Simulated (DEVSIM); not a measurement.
System: In0.49Ga0.51P/GaAs n-p heterojunction, at 300 K.

| layer (left to right) | material | thickness (μm) | Nd (cm⁻³) | Na (cm⁻³) | τn (s) | τp (s) |
|---|---|---|---|---|---|---|
| 1 | In0.49Ga0.51P | 0.0380 | 3.1e16 | - | 8.6e-10 | 8.6e-10 |
| 2 | GaAs | 0.770 | - | 8.4e16 | 8.6e-10 | 8.6e-10 |

Left contact: ohmic. Right contact: ohmic. Voltage is applied to the left contact. Recombination: SRH at mid-gap. Mobility is μmin + (μ − μmin)/(1 + (N/Nref)^α).

The device is made up for the run: typed textbook-type constants, with dimensions and the other settings drawn at random. Values at 300 K.

```
parameter      In0.49Ga0.51P    GaAs
-------------  -------------  ------
gap (eV)                1.89   1.424
affinity (eV)              4    4.07
permittivity            11.8    12.9
Nc (cm⁻³)               9e17  4.7e17
Nv (cm⁻³)             1.3e19    9e18
μn (cm²/Vs)             1500    8500
μp (cm²/Vs)               80     400
μn,min                   400     500
μp,min                    15      20
Nref,n                  2e16    6e16
Nref,p                1.5e17  1.5e17
αn                       0.7    0.39
αp                       0.8    0.38
```

Simulated with DEVSIM: 1D drift-diffusion, Boltzmann statistics, complete ionisation; no tunnelling, impact ionisation, image-force lowering or self-heating. Band offsets follow the typed affinities; no thermionic-emission limit at abrupt steps, no polarisation charge.

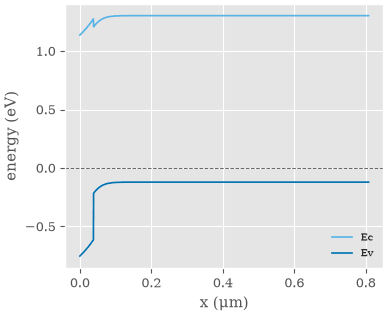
Band edges at -1.05 V on the left contact

Energies count from the Fermi level of the right contact; mesh points crowd at the junctions.

```csv
x (μm),Ec (eV),Ev (eV),n (cm⁻³),p (cm⁻³),field (V/cm)
0.000,1.137,-0.753,3.1e16,< 1e2,31000
0.003137,1.147,-0.743,2.1e16,1400000,31000
0.008224,1.163,-0.727,1.1e16,5200000,32000
0.01532,1.186,-0.704,4.6e15,1.7e7,35000
0.02677,1.229,-0.661,8.9e14,1.0e8,40000
0.03289,1.254,-0.636,3.3e14,2.7e8,43000
0.03667,1.271,-0.619,1.8e14,5.1e8,44000
0.04071,1.217,-0.207,7.2e14,3.0e15,38000
0.04646,1.237,-0.187,3.3e14,6.5e15,32000
0.05563,1.262,-0.162,1.3e14,1.7e16,22000
0.07268,1.288,-0.136,4.7e13,4.6e16,9500
0.1148,1.302,-0.122,2.5e13,8.1e16,670
0.1711,1.303,-0.121,2.3e13,8.4e16,15
0.2756,1.303,-0.121,1.9e13,8.4e16,≈ 0
0.5067,1.303,-0.121,1.1e13,8.4e16,≈ 0
0.6316,1.303,-0.121,6.2e12,8.4e16,≈ 0
0.7097,1.303,-0.121,3.4e12,8.4e16,≈ 0
0.7518,1.303,-0.121,2.0e12,8.4e16,≈ 0
0.7833,1.303,-0.121,8.7e11,8.4e16,≈ 0
0.7961,1.303,-0.121,4.2e11,8.4e16,≈ 0
0.8029,1.303,-0.121,1.8e11,8.4e16,≈ 0
0.8080,1.303,-0.121,< 1e2,8.4e16,≈ 0
```
